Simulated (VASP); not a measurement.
Band structure of MgCdTe$_{2}$ (space group I-42d). Calculation: modified Becke-Johnson potential (mBJ), VASP's PBE PAW potentials (set 64) (plane waves; VASP).

mBJ is a potential without an energy functional, so only the levels count. Unless said otherwise, spin-orbit coupling is left out, though it shifts the bands of the heavy elements here.

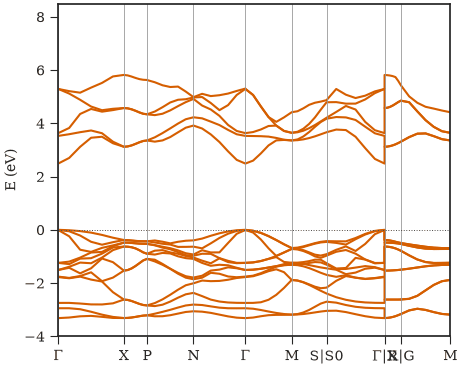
Figure: Bands along high-symmetry lines, zero at the valence-band maximum or, without a gap, the Fermi level

Question: Read the plot: is there a gap, and where are the band edges?

Answer: The gap is direct, 2.49 eV, from the valence maximum at Γ to the conduction minimum at Γ.

The structure comes from a computed database's MgCdTe2 entry (I-42d); how it stands against other phases isn't given here. It was relaxed first. The cell's shape comes from a PBE relaxation.
